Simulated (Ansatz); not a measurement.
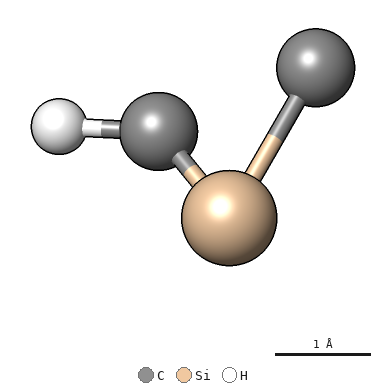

Starting structure of C2HSi (charge −1). The picture is a ball-and-stick view, seen at a tilt.

It is one of the separated reactants of a reaction.

Computed with RKS PBE-D4/def2-SVPD (Ansatz).

The input:
```yaml
crystal:
  periodic: [false, false, false]
  atoms:
    - {symbol: C, position_ang: [1.353050, 0.249617, 0.595315]}
    - {symbol: Si, position_ang: [-0.165236, -0.919618, 0.598283]}
    - {symbol: C, position_ang: [-0.222726, 0.148796, -0.241295]}
    - {symbol: H, position_ang: [-0.965078, 0.521205, -0.952303]}
basis:
  gaussian: {orbitals: def2-SVPD}
total_charge: -1
hamiltonian: {xc: pbe, dispersion: d4}
relax: {f_tol: 0.03, max_steps: 250}
```

Run as
```bash
ansatz run in.yaml --threads 2 --pin off --events-out ev --progress --plain --max-ram 4352MiB
```

### Where does the relaxation end?

The largest move after the best rigid fit is that of Si2, 0.45 Å. Largest moves by element: Si 0.45 Å, C 0.41 Å, H 0.31 Å. Some distances before and after: Si2–C3 1.360 → 1.814 Å, C1–C3 1.787 → 1.376 Å, C1–Si2 1.916 → 1.951 Å, C3–H4 1.093 → 1.112 Å. New bonds form, among them: C1–C3 (1.79 → 1.38 Å). Among the angles between lasting bonds that change: C1–Si2–C3 63.5° → 42.7°, Si2–C3–H4 134.2° → 151.9°. Over 6 accepted moves (7 points after the start) the energy falls by 645.1 kJ/mol. The largest force component goes from 25 to 0.011 eV/Å. The line search rejected the trial step at point 6 of the run.

History of the run:

| step | E − E(0), kJ/mol | largest force component, eV/Å | note |
| --- | --- | --- | --- |
| 0 | 0.00 | 24.7793 |  |
| 1 | -439.40 | 9.3722 |  |
| 2 | -605.24 | 3.8523 |  |
| 3 | -627.05 | 2.7346 |  |
| 4 | -644.13 | 0.2886 |  |
| 5 | -644.60 | 0.2559 |  |
| 6 | -644.60 | 0.1700 | rejected |
| 7 | -645.09 | 0.0109 |  |

Final geometry:

```xyz
4

C     1.0216    0.3121    0.3561
Si   -0.0455   -1.2283    0.9005
C    -0.2075    0.1675   -0.2462
H    -0.7686    0.7486   -1.0104
```

After the run, drawn alike:

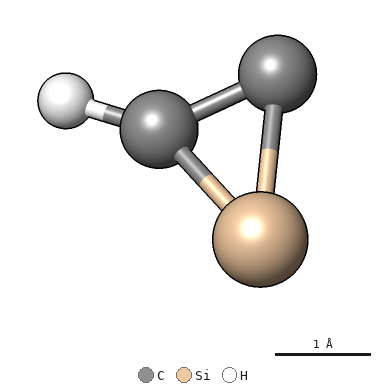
